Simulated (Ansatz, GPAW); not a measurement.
# Polarising CN/Mo(110) with a field along the normal

The dipole of the cell at several fields, atoms fixed. What does the strongest field give, and what length does the slope stand for?

**Method.** GPAW 26.7.0, plane waves (500 eV), PAW setups, PBE, 6×6 mesh, a dipole layer in the vacuum; geometry relaxed without an applied field with Ansatz 0.2.0. The cell's area is 28.07 Å², and e/ε0 = 180.95 V Å.

Results, with one row withheld:

```tsv
field (V/Å)	dipole (e Å)
−0.2	−0.7392
−0.1	−0.5598
−0.05	−0.4699
0.05	−0.2902
0.1	−0.2001
0.2	−0.0198
0.3	?
```

**Question.** What is the dipole at 0.3 V/Å?

Worked answer. A line through the 6 points has the slope α = 1.798 e Å per V/Å and the intercept p₀ = −0.3798 e Å (r.m.s. residual 2.4e−04). At 0.3 V/Å it gives p = −0.3798 + 1.798 × 0.3 = 0.1597 e Å; the run gives 0.1612 e Å, so the response stays linear to 0.3 % of the induced part. Dividing by ε0 and the area: α/(ε0 A) = 1.798 × 180.95 / 28.07 = 11.60 Å, against 9.38 Å between the outer nuclei.

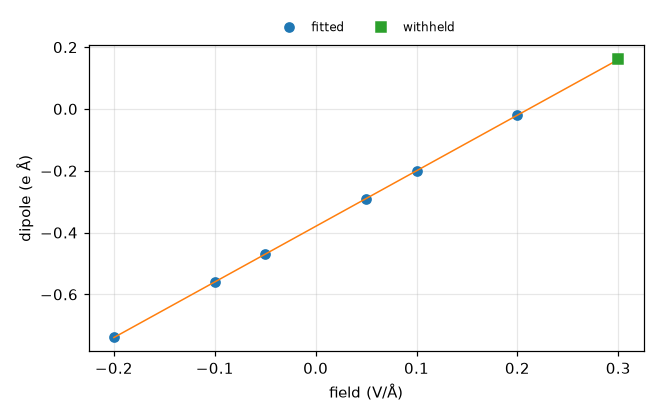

The line and the withheld run.

Caveats: This is the electronic response alone; ions that move would add to it in polar layers. No run was spin-polarised, so magnetic states weren't tested.

[Logs are printed without paths, hosts, clocks, repeated set-up lines and the standing remarks that a program may print on its own settings, such as how far it seeks lower states.]
